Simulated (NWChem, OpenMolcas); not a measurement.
**How methods differ on CsCl (SMILES [Cl][Cs])**

CsCl: 2 atoms, total charge 0, spin state singlet. SMILES: `[Cl][Cs]`. The bond length is the measured one.

```xyz
2

Cl    0.0000    0.0000    0.0000
Cs    0.0000    0.0000    2.9063
```

Each level gives the vertical energy of the triplet above the singlet (eV). The values are calculated.

```json
{"level": "HF/def2-TZVPP (core potential)", "kind": "Hartree–Fock", "program": "NWChem", "value (eV)": "4.00"}
{"level": "BLYP/def2-TZVPP (core potential)", "kind": "GGA", "program": "OpenMolcas", "value (eV)": "4.67"}
{"level": "M06-L/def2-TZVPP (core potential)", "kind": "meta-GGA", "program": "OpenMolcas", "value (eV)": "5.44"}
{"level": "r2SCAN/def2-TZVPP (core potential)", "kind": "meta-GGA", "program": "NWChem", "value (eV)": "4.90"}
{"level": "BHLYP/def2-TZVPP (core potential)", "kind": "global hybrid", "program": "NWChem", "value (eV)": "4.71"}
{"level": "CAM-B3LYP/def2-TZVPP (core potential)", "kind": "range-separated hybrid", "program": "NWChem", "value (eV)": "4.81"}
{"level": "B2PLYP/def2-TZVPP (core potential)", "kind": "double hybrid", "program": "NWChem", "value (eV)": "4.76"}
{"level": "MP2/def2-TZVPP (core potential)", "kind": "perturbation theory", "program": "NWChem", "value (eV)": "4.83"}
{"level": "CCSD/def2-TZVPP (core potential)", "kind": "coupled cluster or CI", "program": "NWChem", "value (eV)": "4.64"}
```

Spin-orbit coupling, which can split open shells on such heavy atoms by tenths of an eV, is left out. The values span 4.00 to 5.44 eV.

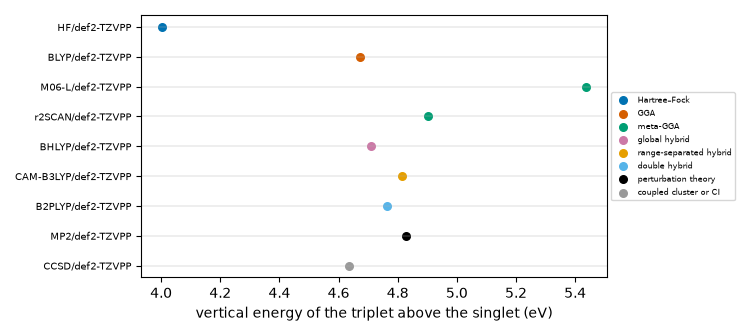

The values of the table, level by level.
